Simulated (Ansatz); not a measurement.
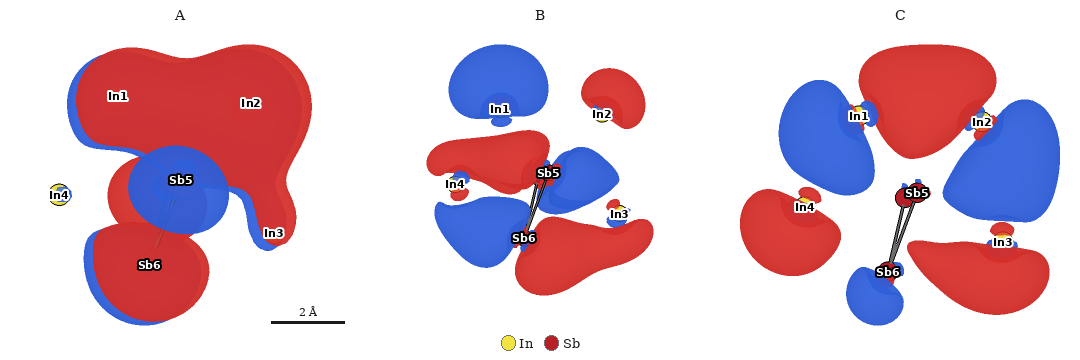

Figure. In₄Sb₃ (charge +1, triplet). Three frontier orbitals at ±0.05 Å⁻³ᐟ² (red and blue are the two phases), in no order.

Geometry: PBE-D4/def2-SVP; core potentials replace the inner electrons of In and Sb.

These are results of Ansatz, UKS PBE0-D4/def2-TZVP, not measurements.

Input file:

```
crystal:
  periodic: [false, false, false]
  atoms:
    - {symbol: In, position_ang: [2.438786, -1.156968, 0.484522]}
    - {symbol: In, position_ang: [0.631906, 1.141837, 2.799602]}
    - {symbol: In, position_ang: [-2.411072, 1.904805, 0.923859]}
    - {symbol: In, position_ang: [1.082829, -1.870289, -2.313958]}
    - {symbol: Sb, position_ang: [0.579637, 1.228978, -0.628201]}
    - {symbol: Sb, position_ang: [-1.542769, -0.137082, -1.903118]}
    - {symbol: Sb, position_ang: [-0.779317, -1.111281, 0.637295]}
basis:
  gaussian: {orbitals: def2-TZVP, initial_orbitals: start.molden}
total_charge: 1
magnetization: {spin_polarized: true, initial_magnetization: 2}
hamiltonian: {xc: pbe0, dispersion: d4}
scf: {omitted_lower_state_checks: [starts]}
output: {orbitals: {seedname: orbitals}}
```

Command:

```sh
ansatz run in.yaml --threads 4 --pin off --events-out ev --progress --plain --max-ram 6963MiB
```

Order the three orbitals by energy and name them. All are α orbitals.

Answer. B is the HOMO−1 (α) (−8.91 eV). It lies mainly on Sb6 (about 25 %), In1 (about 25 %), Sb5 (about 10 %), Sb7 (about 10 %), In4 (about 10 %) and In3 (about 10 %). C is the HOMO (α) (−7.96 eV). Its weight (Hirshfeld) is mainly on In2 (about 30 %), In1 (about 25 %), In3 (about 15 %) and In4 (about 15 %). A is the LUMO (α) (−6.17 eV). By Hirshfeld shares it lies mainly on In2 (about 25 %), Sb6 (about 20 %), Sb5 (about 15 %), Sb7 (about 15 %) and In1 (about 15 %).

What is the gap between the highest occupied and lowest empty α orbitals?

Answer. 1.79 eV between the orbital energies.
